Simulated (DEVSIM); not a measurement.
System: abrupt Si p-n junction, at 300 K.

| layer (left to right) | material | thickness (μm) | Nd (cm⁻³) | Na (cm⁻³) | τn (s) | τp (s) |
|---|---|---|---|---|---|---|
| 1 | Si | 1.50 | - | 9.7e15 | 2.3e-5 | 2.3e-5 |
| 2 | Si | 2.00 | 3.7e16 | - | 2.3e-5 | 2.3e-5 |

Left contact: ohmic. Right contact: ohmic. Voltage is applied to the left contact. Recombination: SRH at mid-gap, radiative. Mobility is μmin + (μ − μmin)/(1 + (N/Nref)^α).

This is a model device: material constants are rounded textbook-type values typed into the input, and sizes, dopings and lifetimes were drawn at random. Values at 300 K.

| parameter | Si |
|---|---|
| gap (eV) | 1.124 |
| affinity (eV) | 4.05 |
| permittivity | 11.7 |
| Nc (cm⁻³) | 2.86e19 |
| Nv (cm⁻³) | 3.1e19 |
| μn (cm²/Vs) | 1417 |
| μp (cm²/Vs) | 470 |
| μn,min | 52 |
| μp,min | 45 |
| Nref,n | 9.7e16 |
| Nref,p | 2.2e17 |
| αn | 0.68 |
| αp | 0.72 |
| B (cm³/s) | 4.7e-15 |

Model (solved in DEVSIM): 1D drift-diffusion, Boltzmann statistics, complete ionisation; no tunnelling, impact ionisation, image-force lowering or self-heating.

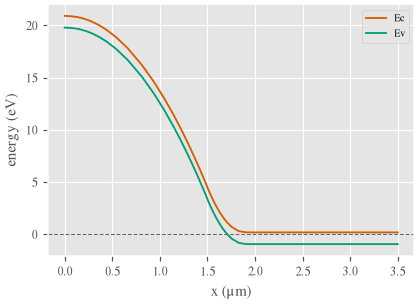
Figure: Band edges at -20.0 V on the left contact

Energies count from the Fermi level of the right contact; mesh points crowd at the junctions.

```json
[
 {"x (μm)": "0.000", "Ec (eV)": "20.915", "Ev (eV)": "19.791", "n (cm⁻³)": "12000", "p (cm⁻³)": "9.7e15", "field (V/cm)": "-3800"},
 {"x (μm)": "0.02187", "Ec (eV)": "20.907", "Ev (eV)": "19.783", "n (cm⁻³)": "10000", "p (cm⁻³)": "6.9e15", "field (V/cm)": "-4300"},
 {"x (μm)": "0.06302", "Ec (eV)": "20.884", "Ev (eV)": "19.760", "n (cm⁻³)": "6600", "p (cm⁻³)": "2.8e15", "field (V/cm)": "-7400"},
 {"x (μm)": "0.1340", "Ec (eV)": "20.799", "Ev (eV)": "19.675", "n (cm⁻³)": "3500", "p (cm⁻³)": "1.1e14", "field (V/cm)": "-17000"},
 {"x (μm)": "0.3538", "Ec (eV)": "20.065", "Ev (eV)": "18.941", "n (cm⁻³)": "1400", "p (cm⁻³)": "1700", "field (V/cm)": "-50000"},
 {"x (μm)": "0.6598", "Ec (eV)": "17.837", "Ev (eV)": "16.713", "n (cm⁻³)": "770", "p (cm⁻³)": "660", "field (V/cm)": "-96000"},
 {"x (μm)": "1.042", "Ec (eV)": "13.074", "Ev (eV)": "11.950", "n (cm⁻³)": "540", "p (cm⁻³)": "270", "field (V/cm)": "-150000"},
 {"x (μm)": "1.314", "Ec (eV)": "8.355", "Ev (eV)": "7.231", "n (cm⁻³)": "450", "p (cm⁻³)": "130", "field (V/cm)": "-190000"},
 {"x (μm)": "1.413", "Ec (eV)": "6.370", "Ev (eV)": "5.245", "n (cm⁻³)": "430", "p (cm⁻³)": "< 1e2", "field (V/cm)": "-210000"},
 {"x (μm)": "1.465", "Ec (eV)": "5.255", "Ev (eV)": "4.131", "n (cm⁻³)": "420", "p (cm⁻³)": "< 1e2", "field (V/cm)": "-220000"},
 {"x (μm)": "1.493", "Ec (eV)": "4.645", "Ev (eV)": "3.521", "n (cm⁻³)": "420", "p (cm⁻³)": "< 1e2", "field (V/cm)": "-220000"},
 {"x (μm)": "1.518", "Ec (eV)": "4.097", "Ev (eV)": "2.973", "n (cm⁻³)": "540", "p (cm⁻³)": "< 1e2", "field (V/cm)": "-210000"},
 {"x (μm)": "1.557", "Ec (eV)": "3.330", "Ev (eV)": "2.206", "n (cm⁻³)": "610", "p (cm⁻³)": "< 1e2", "field (V/cm)": "-190000"},
 {"x (μm)": "1.629", "Ec (eV)": "2.108", "Ev (eV)": "0.984", "n (cm⁻³)": "800", "p (cm⁻³)": "< 1e2", "field (V/cm)": "-150000"},
 {"x (μm)": "1.830", "Ec (eV)": "0.291", "Ev (eV)": "-0.833", "n (cm⁻³)": "3.6e14", "p (cm⁻³)": "< 1e2", "field (V/cm)": "-33000"},
 {"x (μm)": "2.120", "Ec (eV)": "0.172", "Ev (eV)": "-0.952", "n (cm⁻³)": "3.7e16", "p (cm⁻³)": "450", "field (V/cm)": "≈ 0"},
 {"x (μm)": "2.651", "Ec (eV)": "0.172", "Ev (eV)": "-0.952", "n (cm⁻³)": "3.7e16", "p (cm⁻³)": "1500", "field (V/cm)": "≈ 0"},
 {"x (μm)": "3.063", "Ec (eV)": "0.172", "Ev (eV)": "-0.952", "n (cm⁻³)": "3.7e16", "p (cm⁻³)": "2300", "field (V/cm)": "≈ 0"},
 {"x (μm)": "3.324", "Ec (eV)": "0.172", "Ev (eV)": "-0.952", "n (cm⁻³)": "3.7e16", "p (cm⁻³)": "2800", "field (V/cm)": "≈ 0"},
 {"x (μm)": "3.419", "Ec (eV)": "0.172", "Ev (eV)": "-0.952", "n (cm⁻³)": "3.7e16", "p (cm⁻³)": "3000", "field (V/cm)": "≈ 0"},
 {"x (μm)": "3.469", "Ec (eV)": "0.172", "Ev (eV)": "-0.952", "n (cm⁻³)": "3.7e16", "p (cm⁻³)": "3100", "field (V/cm)": "≈ 0"},
 {"x (μm)": "3.500", "Ec (eV)": "0.172", "Ev (eV)": "-0.952", "n (cm⁻³)": "3.7e16", "p (cm⁻³)": "3100", "field (V/cm)": "≈ 0"}
]
```
